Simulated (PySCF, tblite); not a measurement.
# C5H11FOSi: geometry, infrared bands and NMR shifts

Wanted: the infrared bands and NMR shifts of C5H11FOSi (`COC/C(C)=C\[SiH2]F`), by calculation.

Programs: tblite 0.8.0 and PySCF 2.14.0, with density-fitted response routines of our own. Each step states its level of theory. These are calculated values for one molecule in the gas phase, unless marked as measured. Atoms are numbered from 0 throughout.

## Step 1: The starting structure

19 atoms, charge 0, multiplicity 1; geometry from: force field or distance geometry start.

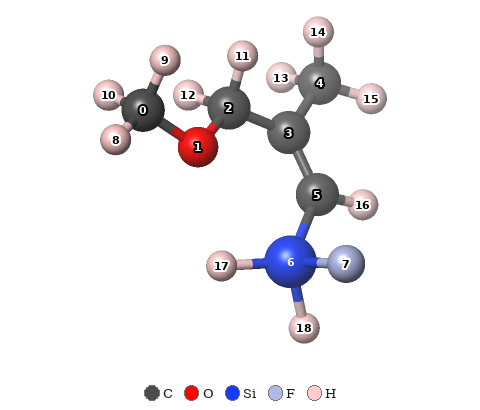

As it starts; carbon dark grey, oxygen red, silicon blue, fluorine light blue, hydrogen pink, atoms numbered.

## Step 2: Relaxing the molecule with GFN2-xTB

Job settings and geometry (Å):

```
{"job": {"kind": "relax", "xc": "GFN2-xTB", "basis": "xTB"}, "charge": 0, "multiplicity": 1}
C     -1.970100    -1.769600     0.609900
O     -0.708300    -1.193700     0.440700
C     -0.851100     0.087000     0.147900
C      0.299500     0.963600    -0.093300
C      0.007200     2.401500    -0.418600
C      1.566100     0.568100    -0.018500
Si     2.163700    -1.083800     0.366000
F      2.726100    -1.109200     1.985100
H     -1.918500    -2.828700     0.864600
H     -2.507000    -1.153300     1.379800
H     -2.523300    -1.583200    -0.362000
H     -1.524000     0.606300     0.880000
H     -1.452500     0.126200    -0.812100
H     -0.448900     2.426700    -1.441400
H     -0.838800     2.661800     0.285300
H      0.881200     3.029700    -0.277700
H      2.319000     1.363300    -0.216400
H      1.368300    -2.239800     0.143600
H      3.401500    -1.263500    -0.440300
```

Run with:

```
OMP_NUM_THREADS=1 python probes_run.py task.json out
```

This one command runs all jobs of the session in turn.

**Question.** This job is followed by: GFN2-xTB harmonic vibrations, gas phase; GIAO PBE0/pcSseg-1 NMR shielding, non-relativistic, gas phase. Predict these results of the whole session: strongest single infrared mode (GFN2-xTB); zero-point energy (GFN2-xTB); ¹³C shifts against TMS (PBE0/pcSseg-1); ¹H shifts against TMS (PBE0/pcSseg-1, means over atoms taken as alike); ¹⁷O shifts against H2O (PBE0/pcSseg-1); ²⁹Si shifts against TMS (PBE0/pcSseg-1); ¹⁹F shifts against CFCl3 (PBE0/pcSseg-1); surface potential, least and greatest.

The runs gave:

| quantity | value |
| --- | --- |
| strongest single infrared mode (GFN2-xTB) | 2220 cm⁻¹, 417 km/mol |
| zero-point energy (GFN2-xTB) | 92.6 kcal/mol |
| ¹³C shifts against TMS (PBE0/pcSseg-1) | 164.4, 127.4, 79.2, 60.0, 25.8 ppm |
| ¹H shifts against TMS (PBE0/pcSseg-1, means over atoms taken as alike) | 5.86, 5.19, 3.98, 3.63, 1.92 ppm |
| ¹⁷O shifts against H2O (PBE0/pcSseg-1) | 32.7 ppm |
| ²⁹Si shifts against TMS (PBE0/pcSseg-1) | -21.1 ppm |
| ¹⁹F shifts against CFCl3 (PBE0/pcSseg-1) | -226.5 ppm |
| surface potential, least and greatest | -1.37 V and 0.95 V |

**Reading.** The optimisation took 176 steps and gained 0.929 eV; among the close pairs (by a distance rule), Si6–F7 changed most, from 1.714 to 1.619 Å. All 51 modes are real, so the xTB geometry is a minimum. The strongest single mode, at 2220 cm⁻¹, moves mainly H18. GFN2-xTB is a fitted tight-binding method: band positions and strengths are rough. Its intensities can rank the bands wrongly. H16 (hydrogen on an alkene CH) lies farthest downfield among hydrogen, at 5.86 ppm; a vinylic proton, deshielded by the sp2 carbon and the C=C anisotropy. At PBE0/pcSseg-1: Shielding is most anisotropic at C3 (span 250 ppm, paramagnetic term -240 ppm). By nearest atom (PBE0/pcSseg-1), the HOMO sits on C5 37 %; C3 26 % and the LUMO on C3 30 %; C5 22 %.
